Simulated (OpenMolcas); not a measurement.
# One shape, several levels: quartet C2H3F2Si

We compute a comparison of 5 runs (UHF/3-21G, U-r2SCAN/cc-pVDZ, UPBE/cc-pVDZ, UPBE0/cc-pVDZ, UTPSS/cc-pVDZ) of quartet C2H3F2Si. 

Program for the calculation: OpenMolcas 26.06.

## Step 1: The structure to begin with

The species is C2H3F2Si (8 atoms), meant as a quartet with charge 0. As SMILES of the parent species, `[H]/[C]=C\[SiH](F)F`. Geometry: relaxed at PBE0-D4/def2-TZVP. This is one conformer, not always the lowest. That shape belongs to the parent species and isn't relaxed for this state.

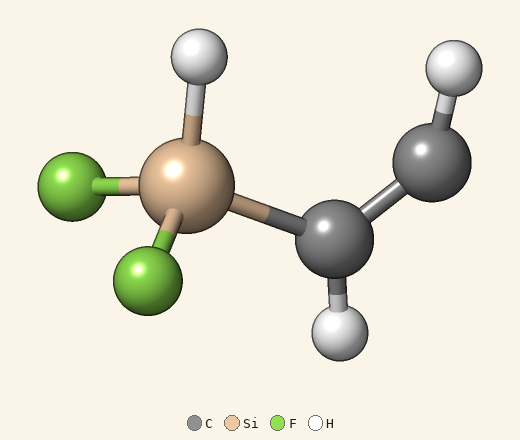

Viewed from a chosen angle; carbon grey, silicon light orange, fluorine green, hydrogen white.

## Step 2: The energy at UHF/3-21G (run 1)

The input, struct.xyz:

```xyz
8

C      0.855200     0.475100     1.494400
C      0.948700     0.119800     0.241900
Si    -0.602400    -0.240700    -0.691900
F     -0.572000    -1.723000    -1.260300
F     -0.719900     0.713400    -1.955600
H      0.063700     0.635800     2.215100
H      1.921500     0.036900    -0.245900
H     -1.802600    -0.074200     0.146400
```

The input, test.inp:

```
&gateway
baslib
$CurrDir
coord
struct.xyz
basis
3-21G
group
NoSym
&seward
&scf
uhf
spin
4
thresholds
1e-10 1e-07 1e-07 1e-05
prorbitals
1 1
```

The basis set 3-21G is read from a file made from the Basis Set Exchange's data (not shown).

Launch:

```
$ export MOLCAS_MEM=1860
$ pymolcas test.inp > test.log
```

Log:

```text
--- Start Module: gateway ---
[...]
--- Stop Module: gateway /rc=_RC_ALL_IS_WELL_ ---
--- Start Module: seward ---
[...]
      Basis functions           55
--- Stop Module: seward /rc=_RC_ALL_IS_WELL_ ---
--- Start Module: scf ---
[...]
       Convergence after  20 Iterations
[...]
::    Total SCF energy                               -562.1866843127
[...]
      Total spin, S                                     1.5045713099
[...]
      Total electronic charge=   47.000000
      Total            charge=   -0.000000
[...]
      Dipole Moment (debye):
      Origin of the operator (angstrom)=   -0.2104   -0.1954   -0.6182
                   X=  2.7583E-01               Y=  6.1374E-01               Z=  2.0909E+00           Total=  2.1965E+00
      Quadrupole Moment (debye*angstrom):
[...]
--- Stop Module: scf /rc=_RC_ALL_IS_WELL_ ---
[...]
```

Wall time 3.3 s (1 thread of Arm Neoverse V1, shared host); peak memory 0.39 GiB.

## Step 3: The energy at U-r2SCAN/cc-pVDZ (run 2)

The input, job.input:

```
&GATEWAY
 BasLib = $CurrDir
 Coord
 8
 angstrom
 C        0.855200       0.475100       1.494400
 C        0.948700       0.119800       0.241900
 Si      -0.602400      -0.240700      -0.691900
 F       -0.572000      -1.723000      -1.260300
 F       -0.719900       0.713400      -1.955600
 H        0.063700       0.635800       2.215100
 H        1.921500       0.036900      -0.245900
 H       -1.802600      -0.074200       0.146400
 Basis = cc-pVDZ
 Group = NoSym

&SEWARD
 GridInput
 Grid=UltraFine
 End of Grid

&SCF
 UHF
 Spin = 4
 KSDFT = 2
 1.0 MGGA_X_R2SCAN
 1.0 MGGA_C_R2SCAN
 Thresholds = 1e-10 1e-07 1e-07 1e-05
 PrOrbitals = 0
```

The basis set cc-pVDZ is read from a file made from the Basis Set Exchange's data (not shown).

Launch:

```
$ export MOLCAS_MEM=1860
$ pymolcas job.input > job.log
```

Log:

```text
--- Start Module: gateway ---
[...]
--- Stop Module: gateway /rc=_RC_ALL_IS_WELL_ ---
--- Start Module: seward ---
[...]
      Basis functions           89
--- Stop Module: seward /rc=_RC_ALL_IS_WELL_ ---
[...]
--- Start Module: scf ---
[...]
       Convergence after  20 Iterations
[...]
::    Total KS-DFT energy                            -566.9054997538
[...]
      Total spin, S                                     1.5031045051
[...]
      Total electronic charge=   47.000000
      Total            charge=   -0.000000
[...]
      Dipole Moment (debye):
      Origin of the operator (angstrom)=   -0.2104   -0.1954   -0.6182
                   X=  3.2551E-01               Y=  3.9749E-01               Z=  1.3225E+00           Total=  1.4188E+00
      Quadrupole Moment (debye*angstrom):
[...]
--- Stop Module: scf /rc=_RC_ALL_IS_WELL_ ---
[...]
```

Wall time 96 s (1 thread of Arm Neoverse V1, shared host); peak memory 0.49 GiB.

## Step 4: A single-point energy at UPBE/cc-pVDZ (run 3)

The input, run.input:

```
>>> EXPORT MOLCAS_PRINT=2

&GATEWAY
 BasLib
 $CurrDir
 Coord
 8
 angstrom
 C        0.855200       0.475100       1.494400
 C        0.948700       0.119800       0.241900
 Si      -0.602400      -0.240700      -0.691900
 F       -0.572000      -1.723000      -1.260300
 F       -0.719900       0.713400      -1.955600
 H        0.063700       0.635800       2.215100
 H        1.921500       0.036900      -0.245900
 H       -1.802600      -0.074200       0.146400
 Basis
 cc-pVDZ
 Group
 NoSym

&SEWARD
 GridInput
 Grid=UltraFine
 End of Grid

&SCF
 UHF
 Spin
 4
 KSDFT
 PBE
 Thresholds
 1e-10 1e-07 1e-07 1e-05
 PrOrbitals
 1 1
```

The basis set cc-pVDZ is read from a file made from the Basis Set Exchange's data (not shown).

Launch:

```
$ export MOLCAS_MEM=1860
$ pymolcas run.input > run.log
```

Log:

```text
--- Start Module: gateway ---
[...]
--- Stop Module: gateway /rc=_RC_ALL_IS_WELL_ ---
--- Start Module: seward ---
[...]
      Basis functions           89
--- Stop Module: seward /rc=_RC_ALL_IS_WELL_ ---
[...]
--- Start Module: scf ---
[...]
       Convergence after  22 Iterations
[...]
::    Total KS-DFT energy                            -566.5959584491
[...]
      Total spin, S                                     1.5016300445
[...]
      Total electronic charge=   47.000000
      Total            charge=   -0.000000
[...]
      Dipole Moment (debye):
      Origin of the operator (angstrom)=   -0.2104   -0.1954   -0.6182
                   X=  3.0447E-01               Y=  3.5165E-01               Z=  1.1664E+00           Total=  1.2558E+00
      Quadrupole Moment (debye*angstrom):
[...]
--- Stop Module: scf /rc=_RC_ALL_IS_WELL_ ---
[...]
```

Run time: 65 s. Hardware: 1 thread of Arm Neoverse V1, shared host; peak memory 0.49 GiB.

Run 4 isn't shown in full; the table further down has it.

## Step 5: A single-point energy at UTPSS/cc-pVDZ (run 5)

The input, input.xyz:

```xyz
8

C      0.855200     0.475100     1.494400
C      0.948700     0.119800     0.241900
Si    -0.602400    -0.240700    -0.691900
F     -0.572000    -1.723000    -1.260300
F     -0.719900     0.713400    -1.955600
H      0.063700     0.635800     2.215100
H      1.921500     0.036900    -0.245900
H     -1.802600    -0.074200     0.146400
```

The input, test.inp:

```
* C2H3F2Si Kohn-Sham DFT
>>> EXPORT MOLCAS_PRINT=2

&GATEWAY
 BasLib
 $CurrDir
 Coord
 input.xyz
 Basis
 cc-pVDZ
 Group
 NoSym

&SEWARD
 GridInput
 Grid=UltraFine
 End of Grid

&SCF
 UHF
 Spin
 4
 KSDFT
 2
 1.0 MGGA_X_TPSS
 1.0 MGGA_C_TPSS
 Thresholds
 1e-10 1e-07 1e-07 1e-05
 PrOrbitals
 1 1
```

The basis set cc-pVDZ is read from a file made from the Basis Set Exchange's data (not shown).

Launch:

```
$ export MOLCAS_MEM=1860
$ pymolcas test.inp > test.log
```

Log:

```text
--- Start Module: gateway ---
[...]
--- Stop Module: gateway /rc=_RC_ALL_IS_WELL_ ---
--- Start Module: seward ---
[...]
      Basis functions           89
--- Stop Module: seward /rc=_RC_ALL_IS_WELL_ ---
[...]
--- Start Module: scf ---
[...]
       Convergence after  22 Iterations
[...]
::    Total KS-DFT energy                            -567.1048304535
[...]
      Total spin, S                                     1.5021340057
[...]
      Total electronic charge=   47.000000
      Total            charge=   -0.000000
[...]
      Dipole Moment (debye):
      Origin of the operator (angstrom)=   -0.2104   -0.1954   -0.6182
                   X=  3.1386E-01               Y=  3.7250E-01               Z=  1.2372E+00           Total=  1.3296E+00
      Quadrupole Moment (debye*angstrom):
[...]
--- Stop Module: scf /rc=_RC_ALL_IS_WELL_ ---
[...]
```

It took 1.8 min on 1 thread of Arm Neoverse V1, shared host; peak memory 0.49 GiB.

## Step 6: Overview of the runs

```
run             level  integration grid  energy (Eh)  dipole moment (D)  HOMO energy (eV)   ⟨S²⟩  wall time
  1         UHF/3-21G                 –  -562.186684               2.20             -7.81  3.768      3.3 s
  2  U-r2SCAN/cc-pVDZ         UltraFine  -566.905500               1.42             -3.37  3.762       96 s
  3      UPBE/cc-pVDZ         UltraFine  -566.595958               1.26             -2.95  3.757       65 s
  4     UPBE0/cc-pVDZ         UltraFine  -566.646262               1.52             -4.31  3.759       60 s
  5     UTPSS/cc-pVDZ         UltraFine  -567.104830               1.33             -3.05  3.759    1.8 min
```

## Step 7: Outcome

```
                                 quantity          value
                      run 5: total energy  -567.10483 Eh
                     run 5: dipole moment         1.33 D
run 5: HOMO energy (highest over α and β)       -3.05 eV
                              run 5: ⟨S²⟩          3.759
```

What this shows: The dipole moment (its size) runs from 1.26 D (UPBE/cc-pVDZ) to 2.20 D (UHF/3-21G). The two ends differ in method and basis. Totals of different functionals can't be ranked against each other. All runs together took 5.6 min, the longest 1.8 min.
